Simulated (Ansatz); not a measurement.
## Electronic structure of C$_{2}$H$_{3}$FSi in real space

| atom | x (Å) | y (Å) | z (Å) |
| --- | --- | --- | --- |
| F | 1.7947 | -2.3201 | 1.2888 |
| C | 1.0864 | -1.4042 | 0.7749 |
| C | 0.4126 | -0.5351 | 0.2869 |
| Si | -0.6013 | 0.7796 | -0.4490 |
| H | -1.5196 | 0.1913 | -1.4545 |
| H | -1.3927 | 1.4464 | 0.6138 |
| H | 0.2811 | 1.7742 | -1.1067 |

Geometry: PBE0-D4/def2-TZVP.

Level of theory: Ansatz, RKS PBE0-D4/def2-TZVPP.

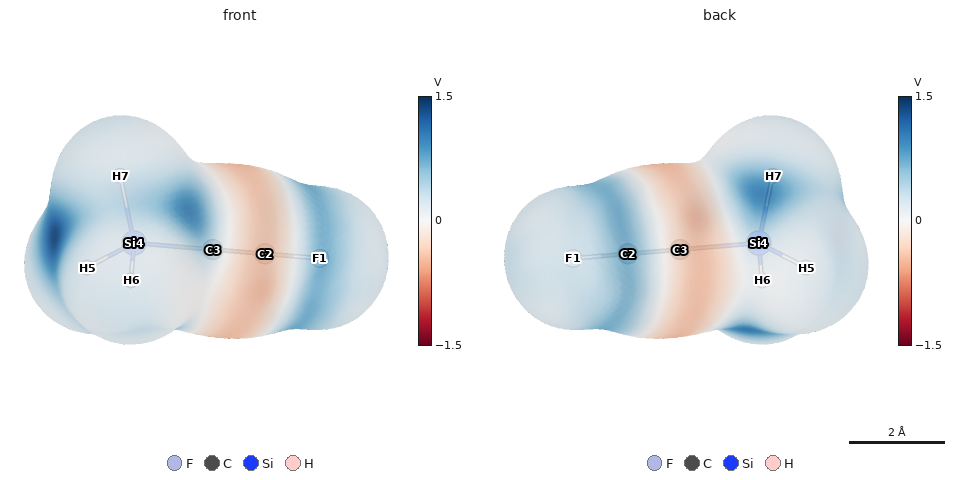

Figure 1. The molecular electrostatic potential painted on the density surface at 0.002 e/bohr³, seen from the front and from behind; red is negative and blue positive.

Question: Where is the surface potential most negative and most positive?

Answer: The most negative region (about −0.5 V) lies over C2 and C3, the most positive (about +1.2 V) over Si4.

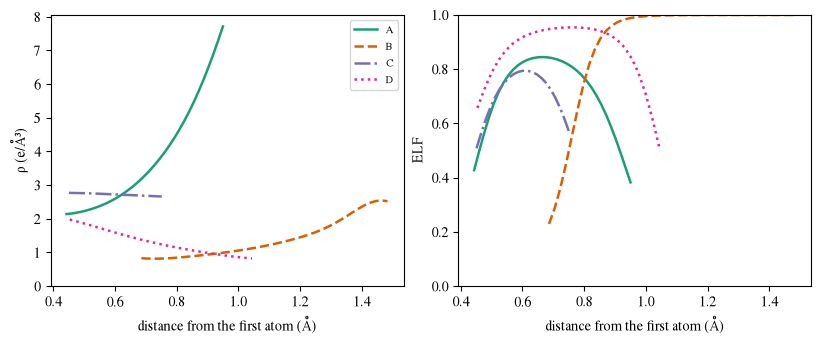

Figure 2. Electron density and ELF along straight lines between neighbouring atoms. The curves leave out the atomic cores.

Question: Which curve belongs to which contact (C–C, C–F, C–Si and Si–H)? The first atom named is at distance zero.

Answer: Curve A: C–F (1.27 Å): the density is about 2.8 e/Å³ at the midpoint; the ELF peaks at about 0.85 between the atoms, as expected for a polar covalent bond. Curve B: Si–H (1.48 Å): the density is about 0.82 e/Å³ at the midpoint; the ELF climbs to about 1 towards the hydrogen, as it does in any bond to H. Curve C: C–C (1.20 Å): ρ at the midpoint is about 2.7 e/Å³; the ELF peaks at about 0.80 between the atoms; a multiple bond. Curve D: C–Si (1.82 Å): ρ is about 0.98 e/Å³ halfway; the ELF peaks at about 0.95 between the atoms: a covalent bond.

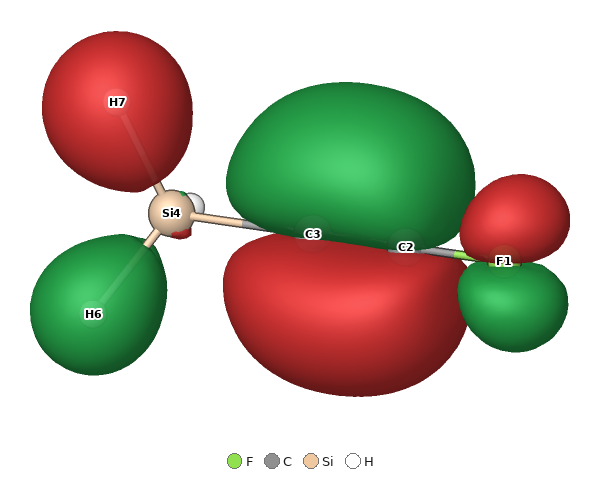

Figure 3. The HOMO at ±0.08 Å⁻³ᐟ² (green and red are the two phases), seen at a tilt.

Question: Where does this orbital lie, and at what energy?

Answer: It lies mainly on C3 (about 40 %), C2 (about 35 %) and F1 (about 10 %); π-bonding across C3–C2. It is one of a degenerate set, so its orientation is arbitrary. Its energy is −8.21 eV.
